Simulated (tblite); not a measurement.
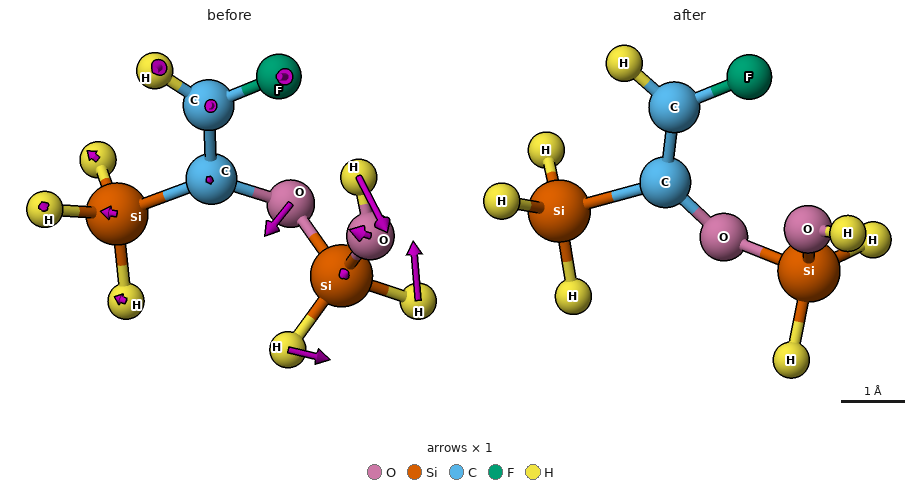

The structure of C2H7FO2Si2 (charge +1, multiplicity 2) before (left) and after (right) a relaxation, at one scale. The purple arrows give the displacements, at their true length.

Style: ball-and-stick. Shown at a tilt.

Computed with GFN2-xTB geometry optimisation, gas phase (tblite). 

### Describe what moved and what it gained.

After 128 geometry steps the energy has fallen by 1.269 eV. The atom that moves furthest after the best rigid fit is an H atom (1.28 Å). By element the largest moves are H 1.28 Å, O 0.73 Å, F 0.59 Å, Si 0.29 Å, C 0.26 Å. Near-neighbour distances that change, for instance: C–Si 1.831 → 1.965 Å, C–O 1.404 → 1.293 Å, C–C 1.428 → 1.357 Å, O–Si 1.659 → 1.599 Å. Among the angles between lasting bonds that change: Si–O–C 118.1° → 139.3°, Si–O–H 113.2° → 129.8°, O–Si–H 110.4° → 98.9°. Groups turn about O–Si by about 80°, C–O by about 55°, C–Si by about 20°.
